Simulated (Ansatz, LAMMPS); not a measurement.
# Charge trapping in a frame of liquid (Na,Li)(F,Cl) from 1300 K (144 atoms): runs compared

Does an extra electron or hole in a frame of liquid (Na,Li)(F,Cl) from 1300 K (144 atoms) stay spread out, or do the atoms trap it?

Computed with Ansatz 0.2.0: Kohn-Sham DFT, PBE, PAW (set soft_2), plane waves.

In doubt: warnings of the run leave room for a lower electronic state (in some of the runs), so energies may not be the lowest and differences between runs may mislead.

### Step 1. The cell as built

The cell holds 144 atoms: 18 Na, 54 Li, 26 F and 46 Cl. Its edges and angles: a = 14.771 Å, b = 14.771 Å, c = 14.771 Å, α = 90.0°, β = 90.0°, γ = 90.0°. 144 atoms (18 Na, 54 Li, 26 F, 46 Cl) placed at random at 1.5 g/cm³, melted at 1800 K for 10 ps at fixed volume with the Lennard-Jones and Coulomb ion parameters for SPC/E (Joung and Cheatham, J. Phys. Chem. B 112, 9020 (2008)), full charges. Snapshot at the end of a hold of 20 ps at 1300 K and fixed volume.

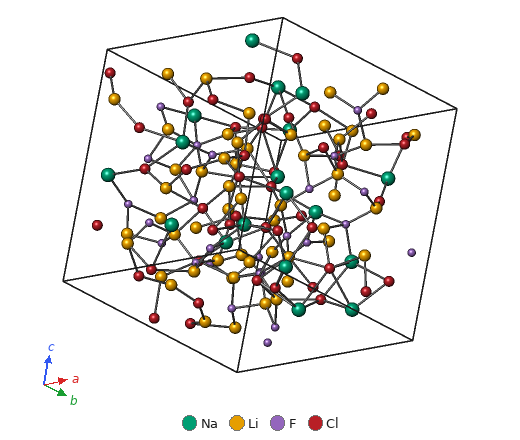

The cell as built. Bonds to atoms that aren't drawn are left out. Some periodic images of atoms are drawn too.

What the set-up can't give: The network of bonds at the start is that of the classical potential that made the cell, and needn't be the one that DFT or experiment would give. The ion parameters were fitted for water, not for melts, so the starting structure of this cell may lie well off the real melt's. The Brillouin zone is sampled at Γ only, in a cell whose shortest periodic width is 15 Å. The liquid is relaxed first, so the results are those of a frozen frame at zero temperature.

### Step 2. The reference run

The reference is a single point at the end of the relaxation.

The charged cells start from the geometry of this run, on a uniform background, with spin and a narrow Fermi–Dirac smearing.

Its input, with most atom lines left out:

```yaml
crystal:
  lattice:
    - [14.7712, 0.0, 0.0]
    - [0.0, 14.7712, 0.0]
    - [0.0, 0.0, 14.7712]
  atoms:
    - { symbol: Na, position: [0.17628, 0.44491, 0.90708] }
    - { symbol: Na, position: [0.56665, 0.70219, 0.49122] }
    - { symbol: Na, position: [0.36019, 0.17245, 0.5862] }
    - { symbol: Na, position: [0.74726, 0.94669, 0.10215] }
    - { symbol: Na, position: [0.72357, 0.7939, 0.30149] }
    - { symbol: Na, position: [0.67739, 0.18438, 0.28829] }
    - { symbol: Na, position: [0.50469, 0.33822, 0.29373] }
    [... atom lines 8 to 144 left out ...]
kpoints:
  mp_grid: { grid: [1, 1, 1] }
hamiltonian:
  xc: pbe
scf:
  occupations: { method: fermi_dirac, width: 0.025 }
output:
  forces: true
  stress: true
  populations: intrinsic
  dos:
    method: { smearing: { sigma: 0.15 } }
    de: 0.1
    projected: { site_lists: { Cl: [Cl], F: [F], Li: [Li], Na: [Na] } }
  eigenvalues: true
  write_density: true
  write_potential: true
  volumetric_format: npy
  elf: true
```

```
free energy per atom   : -754.9868 eV/atom
r.m.s. force component : 0.00986 eV/Å
pressure               : -0.567 GPa
```

Filled and empty levels are parted by 4.42 eV (at Γ alone); a semilocal functional tends to put such gaps too low. In a disordered cell it changes from sample to sample and from frame to frame.

### Step 3. The runs

Each row is one run, on 4 threads of Arm Neoverse N1, shared host. The free energy is the program's total, comparable only between runs with the same functional, potentials and atoms; between charge states it hangs on the program's zero of potential.

| run | atoms | outcome | ionic steps, all passes | free energy (eV) | time | host memory (GiB) |
| --- | --- | --- | --- | --- | --- | --- |
| Single point at the start | 144 | converged | - | -108692.865 | 88 s | 4.4 |
| Relaxation | 144 | converged | 43 | -108718.096 | 44 min | 4.5 |
| Single point at the relaxed geometry | 144 | converged | - | -108718.096 | 2.4 min | 4.5 |
| An extra electron, atoms held | 144 | converged | - | -108714.389 | 6.3 min | 8.0 |
| An extra electron, atoms relaxed | 144 | converged | 2 | -108714.409 | 6.2 min | 7.8 |
| An extra electron, levels at the relaxed geometry | 144 | converged | - | -108714.409 | 7.3 min | 8.0 |
| Neutral at the geometry of the electron | 144 | converged | - | -108718.092 | 2.2 min | 4.5 |
| An extra hole, atoms held | 144 | converged | - | -108717.085 | 13 min | 8.0 |
| An extra hole, atoms relaxed | 144 | converged | 11 | -108717.377 | 67 min | 7.9 |
| An extra hole, levels at the relaxed geometry | 144 | converged | - | -108717.377 | 9.4 min | 8.0 |
| Neutral at the geometry of the hole | 144 | converged | - | -108717.780 | 2.3 min | 4.5 |

In some runs the program notes that the exchange-correlation potential is rough where the density is thin and starting moments were not kept. Further notices: convergence withheld.

The surroundings of Cl119, which holds the most spin of the extra hole after relaxation, nearest first, numbered as they follow in the input and with coordinates relative to it.

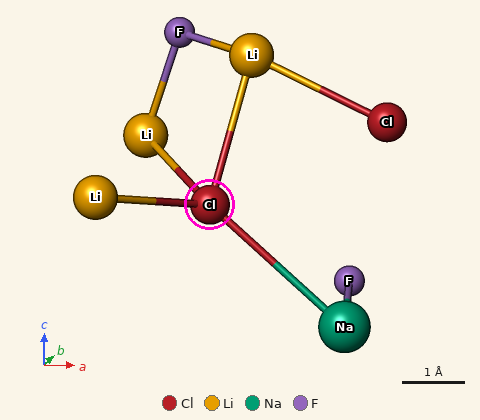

The atoms of the table, within 3.3 Å (arrows a, b, c point along x, y, z); some may hide others; the central atom is ringed.

| atom | x | y | z | distance (Å) | Löwdin charge (e) | moment (μB) |
| --- | --- | --- | --- | --- | --- | --- |
| Cl119 | 0.00 | 0.00 | 0.00 | 0.00 | -0.45 | 0.23 |
| Li23 | -1.42 | -2.02 | 0.44 | 2.51 | 0.71 | 0.00 |
| Li20 | 0.48 | 0.87 | 2.32 | 2.52 | 0.74 | 0.00 |
| Li58 | -1.57 | 2.07 | 0.67 | 2.68 | 0.80 | 0.00 |
| Na3 | 2.25 | -0.04 | -1.90 | 2.94 | 0.76 | 0.00 |
| Cl142 | 2.74 | 0.84 | 1.32 | 3.16 | -0.47 | 0.21 |
| F73 | -0.99 | 2.00 | 2.41 | 3.29 | -0.77 | 0.00 |
| F85 | 1.75 | 2.34 | -1.62 | 3.34 | -0.77 | 0.00 |

### Step 4. Energies and spread of the extra charge

Energies are differences within one cell and functional; the shift is the gain plus the neutral cell's energy at the new geometry, that is how much cheaper the vertical process becomes there. The spread is the participation number of the site moments (1/Σw², over the spin inside atomic spheres), with the atom that holds the largest share and the spin that the spheres hold in all.

| carrier | charged less neutral, atoms held (eV) | gain on relaxing (eV) | neutral cell at that geometry, less the reference (eV) | shift of the vertical energy (eV) | spread, atoms held | spread, relaxed |
| --- | --- | --- | --- | --- | --- | --- |
| electron | 3.707 | 0.020 | 0.003 | 0.023 | - | - |
| hole | 1.011 | 0.292 | 0.315 | 0.607 | 19; Cl101 9 % of 0.70 μB | 5; Cl119 30 % of 0.76 μB |

### Step 5. Findings

The extra electron gains 0.020 eV as the atoms relax: so small a gain shows no trapping at this level. The cell with the electron keeps a moment of only 0.00 μB where one unpaired electron should give 1 μB: the carrier is shared between both spins, which can hide trapping. The extra hole gains 0.29 eV as the atoms relax, and its spin goes from about 19 to 5 atoms: the atoms trap it, with the largest share on Cl119. The Cl119–Li58 distance goes from 2.49 to 2.68 Å. Adding the two vertical energies gives 4.72 eV, against a gap of 4.42 eV in the neutral cell. The zero of the potential cancels in this sum; the excess isn't taken apart here: charging of a small cell, filling of bands on a coarse mesh and the attraction to the background can all enter.

**Limits.** Single energies of charged cells hang on the program's zero of potential. In the spin-polarised runs the search for a state of lower energy was switched off. No distortion was seeded, so a trapped state behind a barrier can't be found. Local and semilocal functionals favour spread-out charges, so trapping can be missed. Charged cells carry a uniform background, with no correction for images.

The DFT runs together took 2.7 h of wall time.

[Logs are printed without paths, hosts, clocks, repeated set-up lines and the standing remarks that a program may print on its own settings, such as how far it seeks lower states.]

[Hosts, paths, dates, database ids (printed as entryN), source tags and the programs' standing remarks are cut or masked in the printed files.]
